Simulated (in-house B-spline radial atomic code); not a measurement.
## RPA and GW calculation for Al⁶⁺

- system: Al⁶⁺, configuration [He] 2s2 2p3.
- method: RPA, second-order and SOSEX correlation energies and G0W0 (contour deformation) on a non-relativistic mean field, all electrons, B-spline basis (in-house B-spline radial atomic code)

### Input
```
Z = 13
electrons = 7.0
configuration = [He] 2s2 2p3
hamiltonian = nr
method = r2scan0
lmax = 9
spin_polarised = True
box_radius = 9.29
intervals = 46
```

The run was one of a batch that the task file lists, launched with:
```bash
python <driver script> task.json out
```

The program writes its results to a structured record and prints no log; tables and figures of this report are taken from that record.

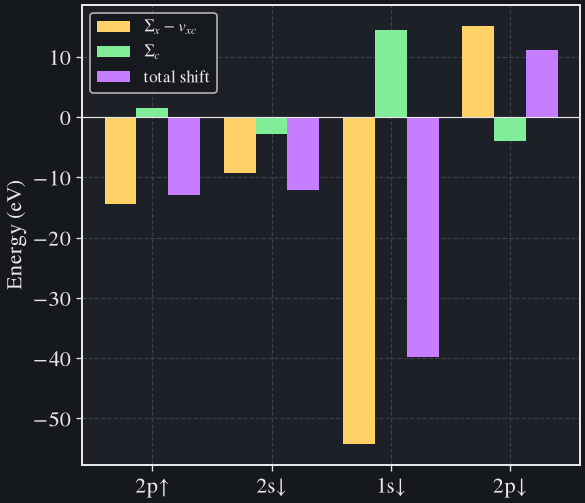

Fig. 1: Parts of the G₀W₀ correction to each level for Al⁶⁺ ([He] 2s² 2p³). All-electron spherical atom, non-relativistic, r2SCAN0 start, no spin-orbit coupling, Breit or QED terms; computed with a B-spline radial code. The quasi-particle equation is solved at full frequency; levels of low quasi-particle weight Z are left out. Σ columns are in eV, and Σc holds an estimate for the angular momenta beyond the basis. G₀W₀ moves the highest occupied level, 2p↑, from −229.04 to −242.00 eV (renormalisation factor Z = 0.97). The empty level 2p↓ goes from −201.42 to −190.24 eV.

| Level | Mean field (eV) | Σx − vxc (eV) | Σc (eV) | Z | G₀W₀ (eV) |
| --- | --- | --- | --- | --- | --- |
| 2p↑ | −229.04 | −14.42 | 1.46 | 0.97 | −242.00 |
| 2s↓ | −246.97 | −9.31 | −2.87 | 0.98 | −259.15 |
| 1s↓ | −1712.02 | −54.22 | 14.48 | 0.93 | −1751.76 |
| 2p↓ | −201.42 | 15.14 | −3.95 | 0.98 | −190.24 |

### Summary

```
                                                                   quantity                      value
                                                                    outcome                  converged
                                                    mean-field total energy         −223.31723 hartree
                                     total energy with exact exchange alone         −223.12304 hartree
                                                      exact exchange energy          −14.36595 hartree
RPA correlation, extrapolated in the angular momentum of the empty orbitals           −0.36602 hartree
                                                 RPA correlation, as summed           −0.36472 hartree
                                                   direct second-order term           −0.40282 hartree
                                                 second-order exchange term            0.19157 hartree
                                                                 SOSEX term            0.17517 hartree
                                                                   hardware  1 CPU thread, shared host
                                                                  wall time                      1.3 s
```

### Remarks

Caveats: relativity is absent.
